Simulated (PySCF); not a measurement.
Bond stretch in IF, singlet.

Levels of theory: UKS-M06-2X = unrestricted M06-2X/def2-TZVP, def2 effective core potentials past Kr (PySCF); RHF/def2-TZVP, def2 effective core potentials past Kr (PySCF); RKS-M06-2X = PySCF with restricted M06-2X/def2-TZVP, def2 effective core potentials past Kr.

Energies are in kcal/mol, each relative to the lowest point of its own curve near equilibrium.

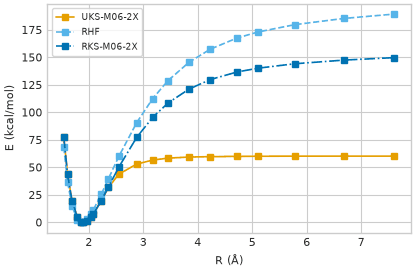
Figure. Energy against bond length for each method.

```csv
R / Å,UKS-M06-2X,RHF,RKS-M06-2X
1.54,77.1,68.3,77.1
1.61,43.5,36.6,43.5
1.69,19.6,14.9,19.6
1.79,4.5,2.3,4.5
1.86,0.6,0.0,0.6
1.90,0.0,0.3,0.0
1.97,1.3,3.0,1.3
2.04,4.6,7.7,4.6
2.08,7.2,11.0,7.2
2.23,19.7,25.6,19.7
2.36,31.6,39.6,32.0
2.55,43.7,59.8,50.1
2.88,52.9,90.7,77.2
3.17,56.5,112.2,95.3
3.45,58.3,128.6,108.2
3.84,59.2,145.5,121.1
4.23,59.6,157.3,129.7
4.72,59.9,167.4,136.6
5.11,60.0,173.0,140.1
5.78,60.1,179.6,144.1
6.68,60.1,185.3,147.4
7.61,60.1,189.2,149.6
```

At the longest distance, 7.61 Å, RHF lies highest above its minimum (189.2 kcal/mol) and UKS-M06-2X lowest (60.1 kcal/mol).

The unrestricted determinant behind UKS-M06-2X is spin-contaminated at 2.36 to 7.61 Å (<S²> up to 1.0, against 0.00 for a pure singlet). The restricted form behind RHF, RKS-M06-2X keeps the bonding electrons paired and can't separate into open-shell fragments. At the longest distance RKS-M06-2X leaves fractional charges on the fragments, a sign of delocalisation error or of the restricted form.
